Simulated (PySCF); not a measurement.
Consider C4H6N2 (SMILES Cn1cccn1).

```xyz
12

C     1.8181    0.1757    0.2754
N     0.3915    0.1172    0.0982
C    -0.3586   -0.9639   -0.2262
C    -1.6637   -0.5217   -0.3320
C    -1.5791    0.8588   -0.0531
N    -0.3314    1.2285    0.2030
H     2.0498    0.7488    1.1831
H     2.3014    0.6649   -0.5842
H     2.2135   -0.8427    0.3792
H     0.0844   -1.9500   -0.3499
H    -2.5451   -1.1121   -0.5692
H    -2.3807    1.5965   -0.0244
```

Geometry: PBE0-D3(BJ)/def2-SVP.

The calculation used CAM-B3LYP/def2-SVPD, SCF density, gas phase (PySCF 2.14.0).

### Predict the electron density and electron localisation function between the atoms.

C–N (1.33 Å): ρ is about 2.6 e/Å³ halfway; the ELF peaks at about 0.90 between the atoms; a covalent bond.
N–N (1.33 Å): ρ at the midpoint is about 2.6 e/Å³; the ELF peaks at about 0.90 between the atoms, as expected for a covalent bond.
C–C (1.38 Å): ρ is about 2.1 e/Å³ halfway; the ELF peaks at about 0.95 between the atoms (localised, covalent bonding).
C–H (1.09 Å): ρ at the midpoint is about 2 e/Å³; the ELF climbs to about 1 towards the hydrogen, as it does in any bond to H (an ordinary covalent bond to hydrogen).

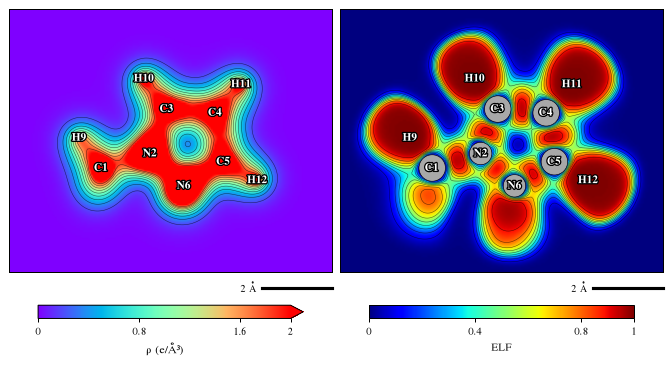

Computed electron density and electron localisation function on the plane of atoms N2, C3 and C4, in this order. Grey discs cover the atomic cores in the ELF map. 
